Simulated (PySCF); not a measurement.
**EPR calculation of C2H4Cl2NSi2**

The run: EPR calculation of C2H4Cl2NSi2, multiplicity 2. Method and program: UKS B3LYP, pcH-1 on C Cl H N Si, non-relativistic, mean-field spin-orbit, GIAO (PySCF 2.14.0).

It belongs to a series of runs on one base structure; here: H removed from Si.

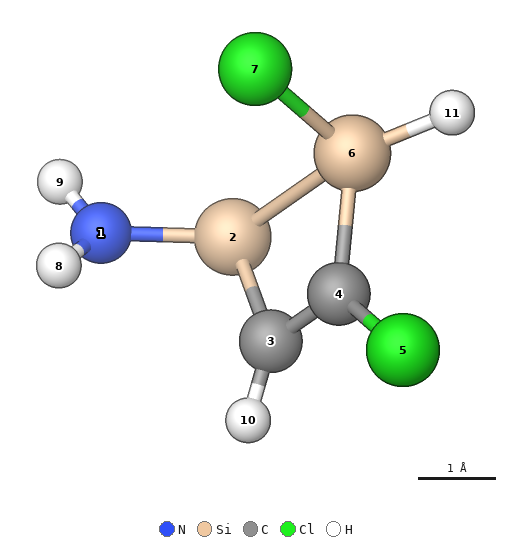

**Figure 1.** The structure as given in the input (ball-and-stick view, seen at a tilt; atoms are numbered from 1 in the order of the input).

**Summary**

```tsv
quantity	value
outcome	converged
total energy	−1632.788706 hartree
⟨S²⟩	0.755
isotropic g	2.0039
hardware	1 CPU thread, shared host
wall time	99 s
peak memory	0.97 GiB
```

**The input**
```
{"job": {"kind": "epr", "basis": "pcH-1"}, "charge": 0, "multiplicity": 2}
N      2.077028    -0.841684    -0.702221
Si     0.529023    -0.273363    -1.184301
C      0.212212     1.298103    -0.165655
C     -0.987619     1.065557     0.361567
Cl    -1.840958     2.155677     1.400254
Si    -1.616526    -0.671688    -0.130766
Cl    -1.103158    -1.970537     1.391366
H      2.540196    -0.528959     0.140265
H      2.483179    -1.693661    -1.052812
H      0.792649     2.194711    -0.022865
H     -3.080602    -0.731484    -0.060796
```

The first line tells a small driver script what to run in PySCF; the rest is the geometry in Å.

Launched with:
```bash
OMP_NUM_THREADS=1 python <driver script> task.json out
```

**Output**
```
UKS, coarse grid
  cycle   1  E = -1632.70282806  |g| = 4.53e-01
  cycle   2  E = -1632.55863501  |g| = 6.86e-01
  cycle   3  E = -1632.78050003  |g| = 1.19e-01
  cycle   4  E = -1632.78663250  |g| = 6.28e-02
  cycle   5  E = -1632.78859817  |g| = 1.71e-02
  cycle   6  E = -1632.78873100  |g| = 7.21e-03
  cycle   7  E = -1632.78875750  |g| = 2.19e-03
  cycle   8  E = -1632.78875940  |g| = 9.05e-04
UKS, final grid
  cycle   1  E = -1632.78870502  |g| = 1.38e-03
  cycle   2  E = -1632.78870268  |g| = 2.52e-03
  cycle   3  E = -1632.78870607  |g| = 1.78e-04
  cycle   4  E = -1632.78870609  |g| = 7.31e-05
  cycle   5  E = -1632.78870610  |g| = 4.98e-05
  cycle   6  E = -1632.78870610  |g| = 1.35e-05
E = -1632.78870610 Eh   <S^2> = 0.7552 (exact 0.7500)
g shifts (ppm)      1          2          3
  rmc          -180       -180       -180
  gc             13         64         81
  oz_so        -608       2572       3061
  total        -773       2457       2962
hyperfine (MHz)  atom isotope    a_iso     a_fc   dipolar eigenvalues
    0   14N      34.94      34.95     -3.80     -2.74      6.54
    1  29Si    -585.73    -586.57   -121.07     54.01     67.06
    2   13C       7.79       7.82     -6.10      1.01      5.09
    3   13C      71.84      71.79     -6.95     -5.58     12.53
    4  35Cl      15.27      15.15     -7.56     -7.08     14.65
    5  29Si    -270.14    -270.40    -52.42     25.76     26.66
    6  35Cl       4.04       3.94     -6.43     -6.07     12.50
    7    1H      41.56      41.54     -4.56     -1.75      6.32
    8    1H      -3.76      -3.76     -5.46     -3.05      8.51
    9    1H      -1.64      -1.63     -2.34     -0.64      2.98
   10    1H      26.34      26.32     -3.09     -0.19      3.27
```

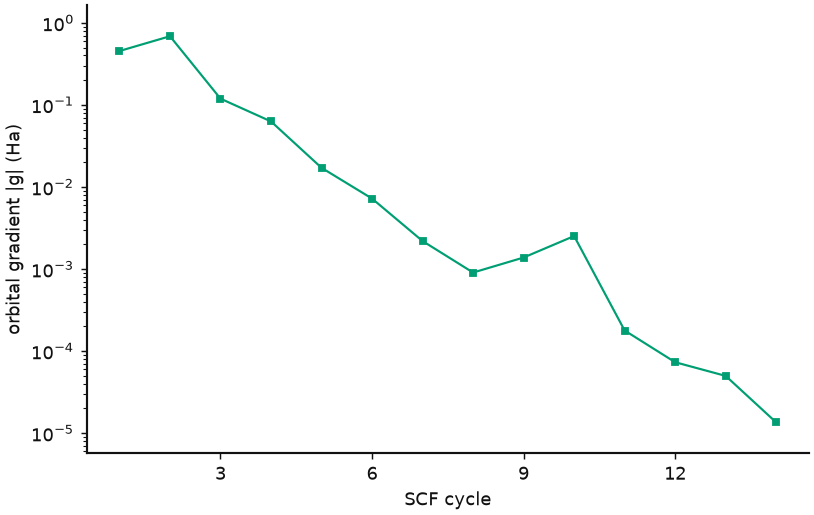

**Figure 2.** Convergence of the self-consistent field: orbital gradient |g| against the SCF cycle. All cycles printed in the log are drawn one after another.

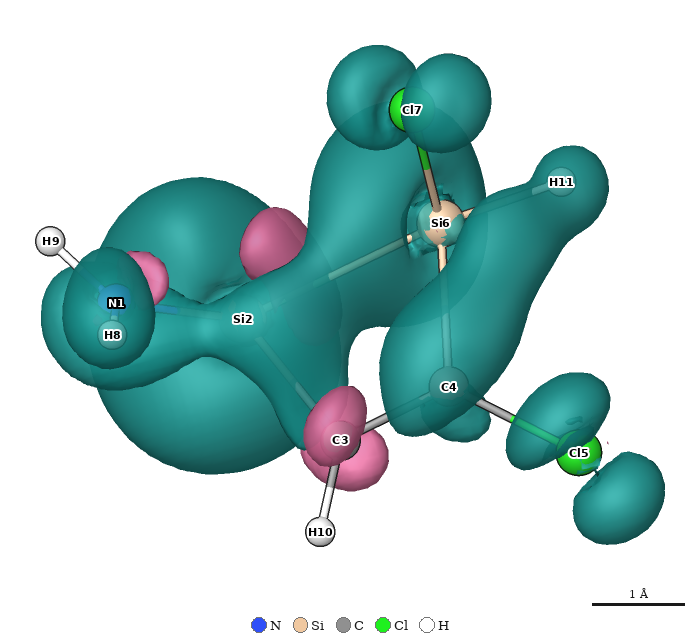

**Figure 3.** Isosurfaces of the spin density (α minus β) at +0.008 (teal) and −0.008 e/Å³ (pink), seen face on. The unpaired spin (1 electron) lies mostly on Si2 (about 0.6) and Si6 (about 0.2), in electrons by Hirshfeld's partition.

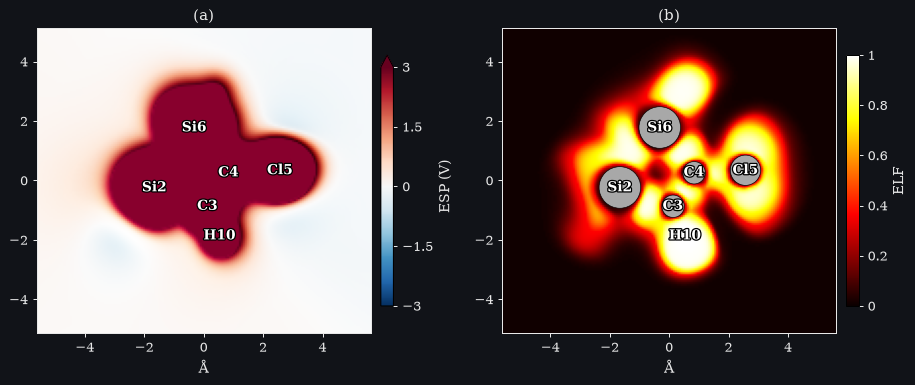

**Figure 4.** (a) electrostatic potential; (b) electron localisation function on the plane of atoms Si2, Si6 and C4. Grey discs, where drawn, cover atomic cores. The section cuts through Si, C, Cl and H sites. C–C (1.33 Å): the ELF peaks at about 0.95 between the atoms; a multiple bond by its length, whose ELF region spreads away from the axis. C–Si (1.90 Å): the ELF peaks at about 0.95 between the atoms, as expected for localised, shared-pair bonding.

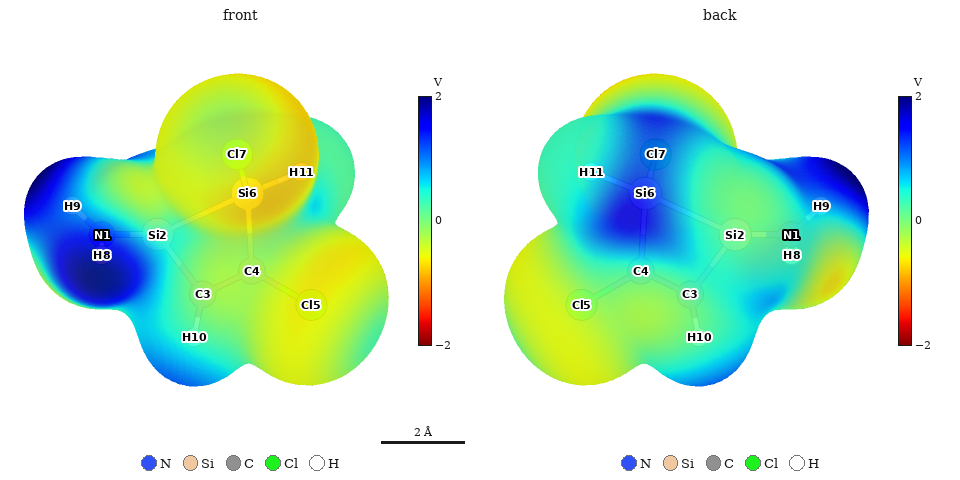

**Figure 5.** The electrostatic potential painted on the density surface at 0.002 e/bohr³, seen face on and from behind; the colour scale runs from red (negative) to blue (positive). A positive charge is drawn to the negative regions and a negative charge to the positive ones.
